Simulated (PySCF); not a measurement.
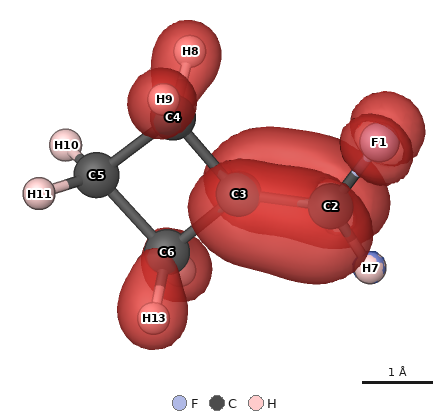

*C₅H₇F (SMILES F[CH+][C]1CCC1) (charge +1, doublet). Isosurfaces of the spin density at +0.02 (red) and −0.02 e/Å³ (blue), seen at a tilt.*

Geometry: GFN2-xTB.

The calculation used PySCF, UKS B3LYP, pcH-1 on C F H, non-relativistic, mean-field spin-orbit, GIAO.

| atom | x (Å) | y (Å) | z (Å) |
| --- | --- | --- | --- |
| F | 2.6305 | 0.1392 | -1.1779 |
| C | 1.9958 | 0.0453 | -0.0437 |
| C | 0.6335 | 0.0145 | -0.0066 |
| C | -0.4206 | 0.0649 | -1.0400 |
| C | -1.4704 | -0.0370 | 0.0631 |
| C | -0.3443 | -0.0840 | 1.0952 |
| H | 2.6446 | -0.0035 | 0.8256 |
| H | -0.3976 | -0.7487 | -1.7747 |
| H | -0.4352 | 0.9757 | -1.6503 |
| H | -2.1022 | -0.9260 | 0.0227 |
| H | -2.1438 | 0.8179 | 0.1464 |
| H | -0.2778 | -0.9940 | 1.7015 |
| H | -0.3169 | 0.7360 | 1.8209 |

**Describe the spin distribution.**

The unpaired spin (1 electron) lies mostly on C2 (about 0.4), C3 (about 0.3) and F1 (about 0.1), in electrons by Hirshfeld's partition.
